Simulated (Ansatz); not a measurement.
**Nudged elastic band, with input and output: BNH4OF2 (part 1 of 2)**

- system: BNH4OF2
- method: RHF/def2-SVP (Ansatz 0.2.0)

It belongs to a series of runs on one base structure; here: band between the two ends. Figures and captions count atoms from 1; the log counts them from 0 in places.

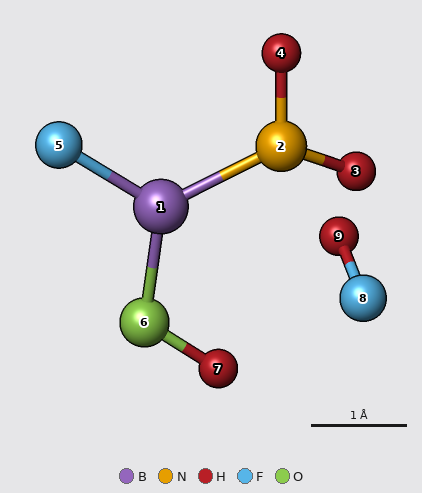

Figure 1. The input geometry (ball-and-stick view, seen at a tilt; atoms are numbered from 1 in the order of the input). Bond lengths as drawn: B–F 1.32 Å, B–N 1.43 Å, B–O 1.34 Å, F–H 0.91 Å, H–N 1.00 Å and H–O 0.94 Å.

## Input
```yaml
crystal:
  periodic: [false, false, false]
  atoms:
    - { symbol: B, position_ang: [0.117523, -0.459457, 0.151061] }
    - { symbol: "N", position_ang: [0.056703, -0.076405, 1.527157] }
    - { symbol: H, position_ang: [-0.764386, -0.258148, 2.070869] }
    - { symbol: H, position_ang: [0.894226, -0.162368, 2.070663] }
    - { symbol: F, position_ang: [1.314435, -0.604919, -0.389142] }
    - { symbol: O, position_ang: [-0.950701, -0.651442, -0.636967] }
    - { symbol: H, position_ang: [-1.797169, -0.468644, -0.264231] }
    - { symbol: F, position_ang: [-0.705085, 2.613583, 1.08756] }
    - { symbol: H, position_ang: [-0.319845, 1.8195, 1.315231] }
basis:
  gaussian: { orbitals: def2-SVP }
hamiltonian:
  xc: hf
neb:
  order_check: false
  images: 5
  f_tol: 0.03
  max_iterations: 60
  final_atoms:
    - { symbol: B, position_ang: [-0.27526704, 0.36961328, 0.16401217] }
    - { symbol: "N", position_ang: [0.09173489, 0.25991062, 1.78629307] }
    - { symbol: H, position_ang: [-0.75875916, 0.27196686, 2.32614841] }
    - { symbol: H, position_ang: [0.57644752, -0.60437453, 1.96785898] }
    - { symbol: F, position_ang: [0.94132793, 0.26300883, -0.46174288] }
    - { symbol: O, position_ang: [-1.16366625, -0.69285417, -0.0262775] }
    - { symbol: H, position_ang: [-1.44380125, -0.77769479, -0.92340602] }
    - { symbol: F, position_ang: [-0.79658503, 1.63153654, 0.027443] }
    - { symbol: H, position_ang: [0.67426939, 1.03058735, 2.07187177] }
  initial_path:
    images:
      - { positions_ang: [[0.117523, -0.459457, 0.151061], [0.056703, -0.076405, 1.527157], [-0.764386, -0.258148, 2.070869], [0.894226, -0.162368, 2.070663], [1.314435, -0.604919, -0.389142], [-0.950701, -0.651442, -0.636967], [-1.797169, -0.468644, -0.264231], [-0.705085, 2.613583, 1.08756], [-0.319845, 1.8195, 1.315231]] }
      - { positions_ang: [[0.07902913, -0.32142397, 0.10522515], [0.03080719, -0.03554395, 1.65517384], [-0.81414904, -0.22795935, 2.19435999], [0.88243744, -0.00457672, 2.19369675], [1.26038722, -0.44269025, -0.4693581], [-1.0370036, -0.44610851, -0.66047746], [-1.78224995, -0.59651252, -0.331463], [-0.52035213, 2.24494749, 0.87444549], [-0.25320525, 1.58156778, 1.37059836]] }
      - { positions_ang: [[0.04053525, -0.18339094, 0.05938929], [0.00491139, 0.0053171, 1.78319067], [-0.86391209, -0.19777069, 2.31785099], [0.87064888, 0.15321456, 2.3167305], [1.20633944, -0.2804615, -0.54957421], [-1.12330619, -0.24077503, -0.68398792], [-1.7673309, -0.72438104, -0.398695], [-0.33561926, 1.87631197, 0.66133097], [-0.18656551, 1.34363557, 1.42596571]] }
      - { positions_ang: [[0.00204138, -0.04535792, 0.01355344], [-0.02098442, 0.04617815, 1.91120751], [-0.91367513, -0.16758204, 2.44134198], [0.85886032, 0.31100583, 2.43976425], [1.15229165, -0.11823274, -0.62979031], [-1.20960879, -0.03544154, -0.70749838], [-1.75241186, -0.85224956, -0.465927], [-0.15088639, 1.50767646, 0.44821646], [-0.11992576, 1.10570335, 1.48133307]] }
      - { positions_ang: [[-0.09039476, 0.09296582, 0.06370635], [0.01658868, 0.11742231, 1.86956936], [-0.86203648, -0.02106574, 2.40294413], [0.76472272, 0.00587905, 2.28246249], [1.08197041, 0.00884778, -0.5737745], [-1.19429461, -0.25457909, -0.48042476], [-1.64954166, -0.82739797, -0.61842001], [-0.36611927, 1.54896315, 0.30795864], [0.14480595, 1.08066468, 1.6781793]] }
      - { positions_ang: [[-0.1828309, 0.23128955, 0.11385926], [0.05416179, 0.18866647, 1.82793121], [-0.81039782, 0.12545056, 2.36454627], [0.67058512, -0.29924774, 2.12516073], [1.01164917, 0.1359283, -0.51775869], [-1.17898043, -0.47371663, -0.25335113], [-1.54667146, -0.80254638, -0.77091301], [-0.58135215, 1.59024985, 0.16770082], [0.40953767, 1.05562602, 1.87502554]] }
      - { positions_ang: [[-0.27526704, 0.36961328, 0.16401217], [0.09173489, 0.25991062, 1.78629307], [-0.75875916, 0.27196686, 2.32614841], [0.57644752, -0.60437453, 1.96785898], [0.94132793, 0.26300883, -0.46174288], [-1.16366625, -0.69285417, -0.0262775], [-1.44380125, -0.77769479, -0.92340602], [-0.79658503, 1.63153654, 0.027443], [0.67426939, 1.03058735, 2.07187177]] }
```

Launched with:
```bash
ansatz run input.yaml --threads 1 --pin off --max-ram 2048MiB --backend cpu --events-out ev --progress --plain --runs-dir out
```

## Output
```
Engine: ansatz 0.2.0, aarch64-unknown-linux-gnu
Functional definition: HF
  exchange = exact_x
  correlation = 0
958 factors; integrals over basis functions are off by at most 3.4e-4 eV
mean field evaluation 1: about -9658.5877 eV, gradient 4.6e1 eV
mean field evaluation 2: about -9658.7321 eV, gradient 4.7e1 eV
mean field evaluation 4: about -9662.6477 eV, gradient 2.9e0 eV
mean field evaluation 8: about -9662.6857 eV, gradient 2.4e-1 eV
mean field -9662.68586585 eV, -355.0971559664 hartree, gradient 3.3e-5 eV, S^2 0.000000; 0 other end points of the search recorded, 0 dependent functions left out
the calculation of the forces begins
reference -9662.68586585 eV, -355.0971559664 hartree; 21, 21 occupied and 69, 69 virtual orbitals, 958 factors
958 factors; integrals over basis functions are off by at most 1.0e-3 eV
mean field evaluation 16: about -9663.5812 eV, gradient 2.9e0 eV
mean field -9663.62296547 eV, -355.1315937422 hartree, gradient 3.7e-5 eV, S^2 0.000000; 0 other end points of the search recorded, 0 dependent functions left out
[... from here on the field's lines of each further geometry are left out, up to the last ...]
NEB iter   1: max|band force component| = 2.190e1 eV/Å  barrier→ = 4.2154 eV  barrier← = 5.1525 eV  Δτ_max = 0.2000 Å  (243 SCF iters)
NEB iter   2: max|band force component| = 4.281e0 eV/Å  barrier→ = 1.8161 eV  barrier← = 2.7532 eV  Δτ_max = 0.2000 Å  (183 SCF iters)
NEB iter   3: max|band force component| = 2.671e0 eV/Å  barrier→ = 1.0604 eV  barrier← = 1.9975 eV  Δτ_max = 0.1914 Å  (173 SCF iters)
NEB iter   4: max|band force component| = 1.368e0 eV/Å  barrier→ = 0.6946 eV  barrier← = 1.6317 eV  Δτ_max = 0.1403 Å  (174 SCF iters)
NEB iter   5: max|band force component| = 1.066e0 eV/Å  barrier→ = 0.5940 eV  barrier← = 1.5311 eV  Δτ_max = 0.1632 Å  (175 SCF iters)
NEB iter   6: max|band force component| = 7.160e-1 eV/Å  barrier→ = 0.5979 eV  barrier← = 1.5350 eV  Δτ_max = 0.0735 Å  (174 SCF iters)
NEB iter   7: max|band force component| = 8.087e-1 eV/Å  barrier→ = 0.5848 eV  barrier← = 1.5219 eV  CI = image 2  Δτ_max = 0.2000 Å  (178 SCF iters)
NEB iter   8: max|band force component| = 1.994e0 eV/Å  barrier→ = 1.2598 eV  barrier← = 2.1969 eV  CI = image 2  Δτ_max = 0.1005 Å  (183 SCF iters)
NEB iter   9: max|band force component| = 8.988e-1 eV/Å  barrier→ = 1.2578 eV  barrier← = 2.1949 eV  CI = image 2  Δτ_max = 0.0930 Å  (179 SCF iters)
NEB iter  10: max|band force component| = 7.393e-1 eV/Å  barrier→ = 1.3016 eV  barrier← = 2.2387 eV  CI = image 2  Δτ_max = 0.0899 Å  (178 SCF iters)
NEB iter  11: max|band force component| = 4.785e-1 eV/Å  barrier→ = 1.2830 eV  barrier← = 2.2201 eV  CI = image 2  Δτ_max = 0.1297 Å  (180 SCF iters)
NEB iter  12: max|band force component| = 2.370e-1 eV/Å  barrier→ = 1.2696 eV  barrier← = 2.2067 eV  CI = image 2  Δτ_max = 0.1710 Å  (178 SCF iters)
NEB iter  13: max|band force component| = 2.255e-1 eV/Å  barrier→ = 1.2429 eV  barrier← = 2.1800 eV  CI = image 2  Δτ_max = 0.0862 Å  (177 SCF iters)
NEB iter  14: max|band force component| = 2.718e-1 eV/Å  barrier→ = 1.2234 eV  barrier← = 2.1605 eV  CI = image 2  Δτ_max = 0.0864 Å  (178 SCF iters)
NEB iter  15: max|band force component| = 2.821e-1 eV/Å  barrier→ = 1.2026 eV  barrier← = 2.1397 eV  CI = image 2  Δτ_max = 0.0863 Å  (179 SCF iters)
NEB iter  16: max|band force component| = 2.368e-1 eV/Å  barrier→ = 1.1847 eV  barrier← = 2.1218 eV  CI = image 2  Δτ_max = 0.1711 Å  (177 SCF iters)
NEB iter  17: max|band force component| = 3.378e-1 eV/Å  barrier→ = 1.1620 eV  barrier← = 2.0991 eV  CI = image 2  Δτ_max = 0.0859 Å  (177 SCF iters)
NEB iter  18: max|band force component| = 3.794e-1 eV/Å  barrier→ = 1.1537 eV  barrier← = 2.0908 eV  CI = image 2  Δτ_max = 0.0862 Å  (180 SCF iters)
NEB iter  19: max|band force component| = 4.024e-1 eV/Å  barrier→ = 1.1512 eV  barrier← = 2.0883 eV  CI = image 2  Δτ_max = 0.0862 Å  (178 SCF iters)
NEB iter  20: max|band force component| = 3.481e-1 eV/Å  barrier→ = 1.1504 eV  barrier← = 2.0875 eV  CI = image 2  Δτ_max = 0.0864 Å  (179 SCF iters)
NEB iter  21: max|band force component| = 2.903e-1 eV/Å  barrier→ = 1.1505 eV  barrier← = 2.0876 eV  CI = image 2  Δτ_max = 0.1705 Å  (178 SCF iters)
NEB iter  22: max|band force component| = 2.791e-1 eV/Å  barrier→ = 1.1504 eV  barrier← = 2.0875 eV  CI = image 2  Δτ_max = 0.1504 Å  (179 SCF iters)
NEB iter  23: max|band force component| = 2.693e-1 eV/Å  barrier→ = 1.1504 eV  barrier← = 2.0875 eV  CI = image 2  Δτ_max = 0.1240 Å  (181 SCF iters)
NEB iter  24: max|band force component| = 3.348e-1 eV/Å  barrier→ = 1.1504 eV  barrier← = 2.0875 eV  CI = image 2  Δτ_max = 0.0627 Å  (179 SCF iters)
NEB iter  25: max|band force component| = 1.466e-1 eV/Å  barrier→ = 1.1504 eV  barrier← = 2.0875 eV  CI = image 2  Δτ_max = 0.1263 Å  (180 SCF iters)
NEB iter  26: max|band force component| = 2.478e-1 eV/Å  barrier→ = 1.1504 eV  barrier← = 2.0875 eV  CI = image 2  Δτ_max = 0.0627 Å  (181 SCF iters)
NEB iter  27: max|band force component| = 2.496e-1 eV/Å  barrier→ = 1.1504 eV  barrier← = 2.0875 eV  CI = image 2  Δτ_max = 0.0313 Å  (180 SCF iters)
NEB iter  28: max|band force component| = 3.255e-1 eV/Å  barrier→ = 1.1504 eV  barrier← = 2.0875 eV  CI = image 2  Δτ_max = 0.0315 Å  (182 SCF iters)
NEB iter  29: max|band force component| = 3.973e-1 eV/Å  barrier→ = 1.1504 eV  barrier← = 2.0875 eV  CI = image 2  Δτ_max = 0.0617 Å  (182 SCF iters)
NEB iter  30: max|band force component| = 4.052e-1 eV/Å  barrier→ = 1.1504 eV  barrier← = 2.0875 eV  CI = image 2  Δτ_max = 0.1227 Å  (181 SCF iters)
NEB iter  31: max|band force component| = 4.744e-1 eV/Å  barrier→ = 1.1504 eV  barrier← = 2.0875 eV  CI = image 2  Δτ_max = 0.1225 Å  (179 SCF iters)
NEB iter  32: max|band force component| = 4.346e-1 eV/Å  barrier→ = 1.1504 eV  barrier← = 2.0875 eV  CI = image 2  Δτ_max = 0.1247 Å  (178 SCF iters)
NEB iter  33: max|band force component| = 3.370e-1 eV/Å  barrier→ = 1.1504 eV  barrier← = 2.0875 eV  CI = image 2  Δτ_max = 0.1216 Å  (179 SCF iters)
NEB iter  34: max|band force component| = 3.585e-1 eV/Å  barrier→ = 1.1504 eV  barrier← = 2.0875 eV  CI = image 2  Δτ_max = 0.0611 Å  (179 SCF iters)
NEB iter  35: max|band force component| = 1.566e-1 eV/Å  barrier→ = 1.1504 eV  barrier← = 2.0875 eV  CI = image 2  Δτ_max = 0.1203 Å  (180 SCF iters)
NEB iter  36: max|band force component| = 2.022e-1 eV/Å  barrier→ = 1.1504 eV  barrier← = 2.0875 eV  CI = image 2  Δτ_max = 0.0607 Å  (179 SCF iters)
NEB iter  37: max|band force component| = 1.864e-1 eV/Å  barrier→ = 1.1504 eV  barrier← = 2.0875 eV  CI = image 2  Δτ_max = 0.0610 Å  (181 SCF iters)
NEB iter  38: max|band force component| = 2.391e-1 eV/Å  barrier→ = 1.1504 eV  barrier← = 2.0875 eV  CI = image 2  Δτ_max = 0.0609 Å  (181 SCF iters)
NEB iter  39: max|band force component| = 1.935e-1 eV/Å  barrier→ = 1.1504 eV  barrier← = 2.0875 eV  CI = image 2  Δτ_max = 0.1218 Å  (181 SCF iters)
NEB iter  40: max|band force component| = 4.687e-1 eV/Å  barrier→ = 1.1504 eV  barrier← = 2.0875 eV  CI = image 2  Δτ_max = 0.1233 Å  (178 SCF iters)
NEB iter  41: max|band force component| = 3.594e-1 eV/Å  barrier→ = 1.1504 eV  barrier← = 2.0875 eV  CI = image 2  Δτ_max = 0.0842 Å  (178 SCF iters)
NEB iter  42: max|band force component| = 1.903e-1 eV/Å  barrier→ = 1.1504 eV  barrier← = 2.0875 eV  CI = image 2  Δτ_max = 0.1208 Å  (180 SCF iters)
NEB iter  43: max|band force component| = 2.086e-1 eV/Å  barrier→ = 1.1504 eV  barrier← = 2.0875 eV  CI = image 2  Δτ_max = 0.0609 Å  (179 SCF iters)
NEB iter  44: max|band force component| = 9.607e-2 eV/Å  barrier→ = 1.1504 eV  barrier← = 2.0875 eV  CI = image 2  Δτ_max = 0.1192 Å  (181 SCF iters)
NEB iter  45: max|band force component| = 1.515e-1 eV/Å  barrier→ = 1.1504 eV  barrier← = 2.0875 eV  CI = image 2  Δτ_max = 0.0606 Å  (178 SCF iters)
NEB iter  46: max|band force component| = 1.820e-1 eV/Å  barrier→ = 1.1504 eV  barrier← = 2.0875 eV  CI = image 2  Δτ_max = 0.0609 Å  (180 SCF iters)
NEB iter  47: max|band force component| = 1.296e-1 eV/Å  barrier→ = 1.1504 eV  barrier← = 2.0875 eV  CI = image 2  Δτ_max = 0.1206 Å  (181 SCF iters)
NEB iter  48: max|band force component| = 1.934e-1 eV/Å  barrier→ = 1.1504 eV  barrier← = 2.0875 eV  CI = image 2  Δτ_max = 0.0612 Å  (179 SCF iters)
```
